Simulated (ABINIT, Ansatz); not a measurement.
# SnF4 (I4/mmm): G0W0 with ABINIT, start to end, part 2 of 3

How does a plane-wave GW calculation on SnF4 (I4/mmm) run from the first input to the gap?

ABINIT 10.8.3; PBEsol and many-body steps on it, plane waves. Known limits of the many-body steps: not at the basis limit; no spin-orbit coupling.

So far. Step 2 (Ground state): The gap is indirect, with the least direct gap 0.24 eV higher.

### Step 3. Bands along the symmetry lines

Level of this step: DFT, PBEsol, plane waves, norm-conserving pseudopotentials (ABINIT).

The cheap functional maps the bands first; the places of the edges decide which points the dearer methods must see.

run.abi reads:

```
acell 3*1.0 Angstrom
rprim 
  -2.025000000000 2.025000000000 3.965000000000
  2.025000000000 -2.025000000000 3.965000000000
  2.025000000000 2.025000000000 -3.965000000000
ntypat 2
znucl 50 9
natom 5
typat 1 2 2 2 2
xred 
  0.000000000000 0.000000000000 0.000000000000
  0.237000000000 0.237000000000 0.000000000000
  0.763000000000 0.763000000000 0.000000000000
  0.500000000000 0.000000000000 0.500000000000
  0.000000000000 0.500000000000 0.500000000000
pp_dirpath "pseudos"
pseudos "Sn.upf, F.upf"
ecut 38
iscf -2
irdden 1
kptopt 0
nkpt 76
kpt 
  0.00000000 0.00000000 0.00000000
  0.00000000 0.00000000 0.06250000
  0.00000000 0.00000000 0.12500000
  0.00000000 0.00000000 0.18750000
  0.00000000 0.00000000 0.25000000
  0.00000000 0.00000000 0.31250000
  0.00000000 0.00000000 0.37500000
  0.00000000 0.00000000 0.43750000
  0.00000000 0.00000000 0.50000000
  0.03125000 0.03125000 0.46875000
  0.06250000 0.06250000 0.43750000
  0.09375000 0.09375000 0.40625000
  0.12500000 0.12500000 0.37500000
  0.15625000 0.15625000 0.34375000
  0.18750000 0.18750000 0.31250000
  0.21875000 0.21875000 0.28125000
  0.25000000 0.25000000 0.25000000
  0.21875000 0.28125000 0.21875000
  0.18750000 0.31250000 0.18750000
  0.15625000 0.34375000 0.15625000
  0.12500000 0.37500000 0.12500000
  0.09375000 0.40625000 0.09375000
  0.06250000 0.43750000 0.06250000
  0.03125000 0.46875000 0.03125000
  0.00000000 0.50000000 0.00000000
  0.00000000 0.43750000 0.00000000
  0.00000000 0.37500000 0.00000000
  0.00000000 0.31250000 0.00000000
  0.00000000 0.25000000 0.00000000
  0.00000000 0.18750000 0.00000000
  0.00000000 0.12500000 0.00000000
  0.00000000 0.06250000 0.00000000
  0.00000000 0.00000000 0.00000000
  0.06250000 0.06250000 -0.06250000
  0.12500000 0.12500000 -0.12500000
  0.18750000 0.18750000 -0.18750000
  0.25000000 0.25000000 -0.25000000
  0.31250000 0.31250000 -0.31250000
  0.37500000 0.37500000 -0.37500000
  0.43750000 0.43750000 -0.43750000
  0.50000000 0.50000000 -0.50000000
  0.47690105 0.52309895 -0.47690105
  0.45380211 0.54619789 -0.45380211
  0.43070316 0.56929684 -0.43070316
  0.40760421 0.59239579 -0.40760421
  0.38450526 0.61549474 -0.38450526
  0.36140631 0.63859369 -0.36140631
  0.33830737 0.66169263 -0.33830737
  0.31520842 0.68479158 -0.31520842
  -0.31520842 0.31520842 0.31520842
  -0.27580737 0.27580737 0.27580737
  -0.23640631 0.23640631 0.23640631
  -0.19700526 0.19700526 0.19700526
  -0.15760421 0.15760421 0.15760421
  -0.11820316 0.11820316 0.11820316
  -0.07880211 0.07880211 0.07880211
  -0.03940105 0.03940105 0.03940105
  0.00000000 0.00000000 0.00000000
  0.00000000 0.00000000 0.50000000
  -0.01630211 0.01630211 0.50000000
  -0.03260421 0.03260421 0.50000000
  -0.04890632 0.04890632 0.50000000
  -0.06520842 0.06520842 0.50000000
  -0.08151053 0.08151053 0.50000000
  -0.09781263 0.09781263 0.50000000
  -0.11411474 0.11411474 0.50000000
  -0.13041684 0.13041684 0.50000000
  0.50000000 0.50000000 -0.13041684
  0.50000000 0.50000000 -0.17661474
  0.50000000 0.50000000 -0.22281263
  0.50000000 0.50000000 -0.26901053
  0.50000000 0.50000000 -0.31520842
  0.50000000 0.50000000 -0.36140631
  0.50000000 0.50000000 -0.40760421
  0.50000000 0.50000000 -0.45380211
  0.50000000 0.50000000 -0.50000000
istwfk *1
nband 32
nbdbuf 2
tolwfr 1e-08
nstep 40
prtwf 0
prtvol 0
indata_prefix "in"
outdata_prefix "out"
tmpdata_prefix "tmp"
```

Started as:

```bash
$ OMP_NUM_THREADS=1 mpirun -n 4 abinit run.abi > log
```

Numbers of over 12 decimals in the logs are rounded to 6 here.

What it wrote:

```text
.Version 10.8.3 of ABINIT. v10.8.2 released Aug 2026.

 Symmetries : space group I4/m m m (#139); Bravais tI (body-center tetrag.)
[... echo of the input left out ...]
== DATASET  1 ==================================================================
-   mpi_nproc: 4, omp_nthreads: 1 (-1 if OMP is not activated)

--- !DatasetInfo
iteration_state: {dtset: 1, }
dimensions: {natom: 5, nkpt: 76, mband: 32, nsppol: 1, nspinor: 1, nspden: 1, mpw: 4946, }
cutoff_energies: {ecut:  38.0, pawecutdg:  -1.0, }
electrons: {nelect:   5.00000000E+01, charge:   0.00000000E+00, occopt:   1.00000000E+00, tsmear:   1.00000000E-02, }

 Real(R)+Recip(G) space primitive vectors, cartesian coordinates (Bohr,Bohr^-1):
 R(1)= -3.8266954  3.8266954  7.4927641  G(1)=  0.0000000  0.1306610  0.0667310
 R(2)=  3.8266954 -3.8266954  7.4927641  G(2)=  0.1306610  0.0000000  0.0667310
 R(3)=  3.8266954  3.8266954 -7.4927641  G(3)=  0.1306610  0.1306610  0.0000000
 Unit cell volume ucvol=  4.3888409E+02 bohr^3
 Angles (23,13,12)=  1.31084689E+02  1.31084689E+02  7.16785604E+01 degrees

 getcut: wavevector=  0.0000  0.0000  0.0000  ngfft=  54  54  54
         ecut(hartree)=     38.000   => boxcut(ratio)=   2.10582

--- Pseudopotential description ------------------------------------------------
- Sn Generated using ONCVPSP code by D. R. Hamann
- 50.00000  22.00000  180301                  znucl, zion, pspdat
12 -116133 2 -1 1628                          pspcod,pspxc,lmax,lloc,mmax
     nproj     2     2     2
  pspatm : epsatm=   27.40034533
         --- l  ekb(1:nproj) -->
             0    9.713037   -0.634809
             1    4.010174   -0.276233
             2   -2.400688   -0.611864
 pspatm: atomic psp has been read  and splines computed

- F Generated using ONCVPSP code by D. R. Hamann
-  9.00000   7.00000  180301                  znucl, zion, pspdat
12 -116133 2 -1 832                           pspcod,pspxc,lmax,lloc,mmax
     nproj     2     2     1
  pspatm : epsatm=    4.89824381
         --- l  ekb(1:nproj) -->
[...]
2   -2.394754
 pspatm: atomic psp has been read  and splines computed

--------------------------------------------------------------------------------

================================================================================
 prteigrs : about to open file out_EIG
 Non-SCF case, kpt    1 (  0.00000  0.00000  0.00000), residuals and eigenvalues=
  8.80E-09  1.26E-09  7.06E-09  9.36E-09  1.40E-09  6.69E-09  2.88E-09  3.23E-09
  2.31E-09  1.82E-09  3.36E-09  1.72E-09  5.58E-09  5.49E-09  4.52E-09  5.67E-09
  9.33E-09  3.44E-09  5.55E-09  7.76E-09  6.40E-09  2.44E-09  6.54E-09  2.38E-09
[...]
-4.6395E+00 -3.0190E+00 -3.0190E+00 -3.0121E+00 -7.9210E-01 -7.8767E-01
 -7.6429E-01 -7.0140E-01 -6.7717E-01 -6.7316E-01 -6.7316E-01 -6.2521E-01
 -6.0406E-01 -1.7473E-01 -1.7473E-01 -1.1870E-01 -9.0927E-02 -5.2826E-02
[...]
Non-SCF case, kpt   75 (  0.50000  0.50000 -0.45380), residuals and eigenvalues=
[...]
5.7018E-01  6.4634E-01
 Non-SCF case, kpt   76 (  0.50000  0.50000 -0.50000), residuals and eigenvalues=
[...]
-5.5329E-02 -5.5329E-02 -4.6014E-02 -1.3513E-02 -1.3513E-02  1.8860E-02
  1.8860E-02  1.9333E-01  4.0803E-01  4.8640E-01  5.0967E-01  5.0967E-01
  5.6653E-01  6.4870E-01

--- !ResultsGS
iteration_state: {dtset: 1, }
comment   : Summary of ground state results
lattice_vectors:
- [ -3.8266954,   3.8266954,   7.4927641, ]
- [  3.8266954,  -3.8266954,   7.4927641, ]
- [  3.8266954,   3.8266954,  -7.4927641, ]
lattice_lengths: [   9.24277,    9.24277,    9.24277, ]
lattice_angles: [131.085, 131.085,  71.679, ] # degrees, (23, 13, 12)
lattice_volume:   4.3888409E+02
convergence: {deltae:  0.000E+00, res2:  0.000E+00, residm:  9.990E-09, diffor:  0.000E+00, }
etotal    :  -3.19746573E+02
entropy   :   0.00000000E+00
fermie    :   2.47349154E-02
cartesian_stress_tensor: null
pressure_GPa: null
xred      :
- [  0.0000E+00,   0.0000E+00,   0.0000E+00, Sn]
- [  2.3700E-01,   2.3700E-01,   7.7149E-19,  F]
- [  7.6300E-01,   7.6300E-01,   2.4837E-18,  F]
- [  5.0000E-01,  -2.2708E-18,   5.0000E-01,  F]
- [ -2.2708E-18,   5.0000E-01,   5.0000E-01,  F]
cartesian_forces: null
force_length_stats: {min: null, max: null, mean: null, }

 Integrated electronic density in atomic spheres:
 ------------------------------------------------
 Atom  Sphere_radius  Integrated_density
[...]
================================================================================

 ----iterations are completed or convergence reached----

 Mean square residual over all n,k,spin=   44.522E-10; max=  99.895E-10
 reduced coordinates (array xred) for    5 atoms
[...]
0.500000000000     -0.000000000000      0.500000000000
      -0.000000000000      0.500000000000      0.500000000000

 cartesian coordinates (angstrom) at end:
    1      0.000000     0.000000     0.000000
    2      0.000000    -0.000000     1.879410
    3      0.000000    -0.000000     6.050590
    4      0.000000     2.025000    -0.000000
    5      2.025000     0.000000    -0.000000
 length scales=  1.889726125908  1.889726125908  1.889726125908 bohr
              =  1.000000000000  1.000000000000  1.000000000000 angstroms
 prteigrs : about to open file out_EIG
 Eigenvalues (hartree) for nkpt=  76  k points:
 kpt#   1, nband= 32, wtk=  1.00000, kpt=  0.0000  0.0000  0.0000 (reduced coord)
[...]
kpt#   2, nband= 32, wtk=  1.00000, kpt=  0.0000  0.0000  0.0625 (reduced coord)
[...]
kpt#   3, nband= 32, wtk=  1.00000, kpt=  0.0000  0.0000  0.1250 (reduced coord)
[...]
kpt#  75, nband= 32, wtk=  1.00000, kpt=  0.5000  0.5000 -0.4538 (reduced coord)
[...]
kpt#  76, nband= 32, wtk=  1.00000, kpt=  0.5000  0.5000 -0.5000 (reduced coord)
[...]
-0.08080   -0.05637   -0.05533   -0.05533   -0.04601   -0.01351   -0.01351    0.01886
   0.01886    0.19333    0.40803    0.48640    0.50967    0.50967    0.56653    0.64870

== END DATASET(S) ==============================================================
================================================================================

 -outvars: echo values of variables after computation  --------
            nband          32
             nkpt          76
          spgroup         139
 [... the other variables as echoed above ...]

 Calculation completed.
```

The job ended after 64 s (4 MPI ranks of Intel Xeon Platinum 8488C (Sapphire Rapids), shared host; peak memory 0.51 GiB).

Numbers from this step:

```yaml
gap: 3.412 eV
k_of_the_valence_top: 0, 0, 0.5
k_of_the_conduction_bottom: 0, 0, 0
least_direct_gap: 3.650 eV
```

The gap is 3.412 eV, as in the run before at this level.

Electronic bands along the path, in eV, zero at the top of the highest filled band:

| point | band 22 | band 23 | band 24 | band 25 | band 26 | band 27 | band 28 | band 29 |
| --- | --- | --- | --- | --- | --- | --- | --- | --- |
| Γ | -1.22 | -1.22 | -0.24 | -0.24 | 3.41 | 11.65 | 12.69 | 12.69 |
| X | -1.02 | -0.62 | -0.29 | 0.00 | 7.82 | 8.75 | 9.36 | 11.21 |
| P | -1.11 | -1.11 | -0.10 | -0.10 | 7.83 | 9.05 | 9.05 | 11.16 |
| N | -0.81 | -0.75 | -0.63 | -0.49 | 6.05 | 9.39 | 11.88 | 12.28 |
| Γ | -1.22 | -1.22 | -0.24 | -0.24 | 3.41 | 11.65 | 12.69 | 12.69 |
| M | -1.04 | -1.04 | -0.16 | -0.16 | 4.59 | 10.43 | 12.56 | 13.20 |
| S | -1.03 | -0.83 | -0.49 | -0.25 | 5.79 | 10.02 | 11.12 | 12.46 |
| jump to S0 | -1.03 | -0.83 | -0.49 | -0.25 | 5.79 | 10.02 | 11.12 | 12.46 |
| Γ | -1.22 | -1.22 | -0.24 | -0.24 | 3.41 | 11.65 | 12.69 | 12.69 |
| jump to X | -1.02 | -0.62 | -0.29 | 0.00 | 7.82 | 8.75 | 9.36 | 11.21 |
| R | -1.23 | -0.59 | -0.39 | -0.03 | 6.82 | 9.76 | 9.94 | 11.14 |
| jump to G | -1.23 | -0.59 | -0.39 | -0.03 | 6.82 | 9.76 | 9.94 | 11.14 |
| M | -1.04 | -1.04 | -0.16 | -0.16 | 4.59 | 10.43 | 12.56 | 13.20 |

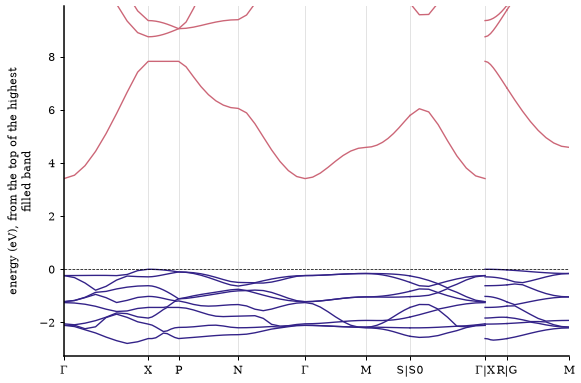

Electronic bands along the path; lines of filled and empty bands in two colours.

### Step 4. Empty states on the mesh, 4×4×4 mesh, 227 bands

The sums over transitions need many empty states on a uniform mesh; this step solves for them.

run.abi reads:

```
acell 3*1.0 Angstrom
rprim 
  -2.025000000000 2.025000000000 3.965000000000
  2.025000000000 -2.025000000000 3.965000000000
  2.025000000000 2.025000000000 -3.965000000000
ntypat 2
znucl 50 9
natom 5
typat 1 2 2 2 2
xred 
  0.000000000000 0.000000000000 0.000000000000
  0.237000000000 0.237000000000 0.000000000000
  0.763000000000 0.763000000000 0.000000000000
  0.500000000000 0.000000000000 0.500000000000
  0.000000000000 0.500000000000 0.500000000000
pp_dirpath "pseudos"
pseudos "Sn.upf, F.upf"
ecut 38
ngkpt 4 4 4
nshiftk 1
shiftk 0 0 0
kptopt 1
chksymbreak 0
irdden 1
istwfk *1
nband 227
prtvol 0
optdriver 6
gwr_task "HDIAGO"
paral_kgb 0
occopt 1
indata_prefix "in"
outdata_prefix "out"
tmpdata_prefix "tmp"
```

What it wrote:

```text
[banner, memory and clock lines left out]
.Version 10.8.3 of ABINIT. v10.8.2 released Aug 2026.

 Symmetries : space group I4/m m m (#139); Bravais tI (body-center tetrag.)
[... echo of the input left out ...]
== DATASET  1 ==================================================================
-   mpi_nproc: 4, omp_nthreads: 1 (-1 if OMP is not activated)

--- !DatasetInfo
iteration_state: {dtset: 1, }
dimensions: {natom: 5, nkpt: 13, mband: 227, nsppol: 1, nspinor: 1, nspden: 1, mpw: 4928, }
cutoff_energies: {ecut:  38.0, pawecutdg:  -1.0, }
electrons: {nelect:   5.00000000E+01, charge:   0.00000000E+00, occopt:   1.00000000E+00, tsmear:   1.00000000E-02, }

.Using double precision arithmetic; gwpc =  8

- Reading GS density from: in_DEN

--- Pseudopotential description ------------------------------------------------
- Sn Generated using ONCVPSP code by D. R. Hamann
- 50.00000  22.00000  180301                  znucl, zion, pspdat
12 -116133 2 -1 1628                          pspcod,pspxc,lmax,lloc,mmax
     nproj     2     2     2
  pspatm : epsatm=   27.40034533
         --- l  ekb(1:nproj) -->
             0    9.713037   -0.634809
             1    4.010174   -0.276233
             2   -2.400688   -0.611864
 pspatm: atomic psp has been read  and splines computed

- F Generated using ONCVPSP code by D. R. Hamann
-  9.00000   7.00000  180301                  znucl, zion, pspdat
12 -116133 2 -1 832                           pspcod,pspxc,lmax,lloc,mmax
     nproj     2     2     1
  pspatm : epsatm=    4.89824381
         --- l  ekb(1:nproj) -->
             0    6.506434    1.065875
             1   -3.978753   -1.295852
             2   -2.394754
 pspatm: atomic psp has been read  and splines computed

   2.34966603E+03                                ecore*ucvol(ha*bohr**3)

 Total charge density [el/Bohr^3]
)     Maximum=    3.3444E+00  at reduced coord.    0.9259    0.9630    0.9630
)     Minimum=    1.3405E-03  at reduced coord.    0.5000    0.5000    0.0000
   Integrated=    5.0000E+01

 === KS gaps after direct diagonalization ===
 Indirect band gap semiconductor
 Fundamental gap:     3.412 (eV)
   VBM:     0.673 (eV) at k: [ 5.0000E-01,  5.0000E-01,  0.0000E+00]
   CBM:     4.085 (eV) at k: [ 0.0000E+00,  0.0000E+00,  0.0000E+00]
 Direct gap:         3.650 (eV) at k: [ 0.0000E+00,  0.0000E+00,  0.0000E+00]

== END DATASET(S) ==============================================================

 -outvars: echo values of variables after computation  --------
           etotal      0.0000000000E+00
            nband         227
             nkpt          13
          spgroup         139
 [... the other variables as echoed above ...]

 Calculation completed.
```

The job ended after 4.3 min (4 MPI ranks; peak memory 5.5 GiB; 17 min of CPU time).

This step gave:

```yaml
gap: 3.412 eV
k_of_the_valence_top: 0.5, 0.5, 0
k_of_the_conduction_bottom: 0, 0, 0
least_direct_gap: 3.650 eV
k_points_computed: 13
lowest_point_of_the_top_converged_band_above_the_valence_top: 115.5624 eV
```

On this mesh the gap is 3.412 eV.

### Step 5. Screening, 4×4×4 mesh, 104 bands, screening to 141.5 eV

The RPA dielectric matrix is built and inverted for each q.

This step: RPA screening on PBEsol, plane waves, norm-conserving pseudopotentials.

run.abi, as its differences from that of step 4:

```diff
@@ -23,10 +23,11 @@
 chksymbreak 0
-irdden 1
 istwfk *1
-nband 227
-prtvol 0
-optdriver 6
-gwr_task "HDIAGO"
-paral_kgb 0
 occopt 1
+irdwfk 1
+optdriver 3
+nband 104
+ecuteps 5.2
+inclvkb 2
+awtr 1
+symchi 1
 indata_prefix "in"
```

What it wrote:

```text
.Version 10.8.3 of ABINIT. v10.8.2 released Aug 2026.

 Symmetries : space group I4/m m m (#139); Bravais tI (body-center tetrag.)
[... echo of the input left out ...]
== DATASET  1 ==================================================================
-   mpi_nproc: 4, omp_nthreads: 1 (-1 if OMP is not activated)

--- !DatasetInfo
iteration_state: {dtset: 1, }
dimensions: {natom: 5, nkpt: 13, mband: 104, nsppol: 1, nspinor: 1, nspden: 1, mpw: 4928, }
cutoff_energies: {ecut:  38.0, pawecutdg:  -1.0, }
electrons: {nelect:   5.00000000E+01, charge:   0.00000000E+00, occopt:   1.00000000E+00, tsmear:   1.00000000E-02, }

 SCREENING: Calculation of the susceptibility and dielectric matrices

 Based on a program developped by R.W. Godby, V. Olevano, G. Onida, and L. Reining.
 Incorporated in ABINIT by V. Olevano, G.-M. Rignanese, and M. Torrent.
.Using double precision arithmetic ; gwpc =  8

[... cell and pseudopotentials left out ...]
--------------------------------------------------------------------------------

 ==== K-mesh for the wavefunctions ====
 Number of points in the irreducible wedge :    13
[... list of points left out ...]
 Together with 16 symmetry operations and time-reversal symmetry
 yields    64 points in the full Brillouin Zone.

 ==== Q-mesh for the screening function ====
 Number of points in the irreducible wedge :    13
[... list of points left out ...]
 Together with 16 symmetry operations and time-reversal symmetry
 yields    64 points in the full Brillouin Zone.

 setmesh: FFT mesh size selected  =    45x   45x   45
          total number of points  =        91125

 vcoul_init : cutoff-mode = AUXILIARY_FUNCTION
 q-points for optical limit:   1
     1)      0.000010    0.000020    0.000030

- screening: taking advantage of time-reversal symmetry
- Maximum band index for partially occupied states nbvw = 25
- Remaining bands to be divided among processors   nbcw = 79
- Number of bands treated by each node ~19

 Number of electrons calculated from density =   50.0000; Expected =   50.0000
 average of density, n =  0.113925
 r_s =    1.2797
 omega_plasma =   32.5586 [eV]

 calculating chi0 at frequencies [eV] :
  1    0.000000E+00    0.000000E+00
  2    0.000000E+00    3.255860E+01

--------------------------------------------------------------------------------
  q-point number  1        q = ( 0.000000, 0.000000, 0.000000) [r.l.u.]
--------------------------------------------------------------------------------
[... chi0 elements left out ...]
 For q-point:  0.000010 0.000020 0.000030
  dielectric constant =   2.3883
  dielectric constant without local fields =   2.5005

  Average fulfillment of the sum rule on Im[epsilon] for q-point    1 :     44.82  [%]
[... wings left out ...]
  q-point number  2        q = ( 0.250000, 0.000000, 0.000000) [r.l.u.]
--------------------------------------------------------------------------------
[... chi0 elements left out ...]
  Average fulfillment of the sum rule on Im[epsilon] for q-point    2 :     57.06  [%]

 [... 11 further q-points ...]
```

Elapsed: 5 min, on 4 MPI ranks; peak memory 3.9 GiB.

Numbers from this step:

- ε∞ with local fields, on this mesh, along the program's q direction: 2.388
- the same without local fields: 2.501
- plasma frequency: 32.56 eV
- plane waves in the screening matrix: 251

Local fields lower ε∞ by 4 %.

(Continued in part 3 of 3.)

[Paths, hosts, dates, memory and timing lines, banners, echoed tables and standing remarks are left out of the program output.]

[Logs are printed without paths, hosts, clocks, repeated set-up lines and the standing remarks that a program may print on its own settings, such as how far it seeks lower states.]

[Runs of the session that timed out or met a known fault of the program may be left out.]

[Hosts, paths, dates, database ids (printed as entryN), source tags and the programs' standing remarks are cut or masked in the printed files.]

[G0W0 gaps are taken among the corrected bands and points alone; a level outside them can change the order at an edge.]

[Where Ansatz stands beside ABINIT at settings called matched, ABINIT's density can come from a denser mesh and the files from another edition; pairs whose starting gaps differed by over 0.03 eV were left out, so agreement reads better than it is.]
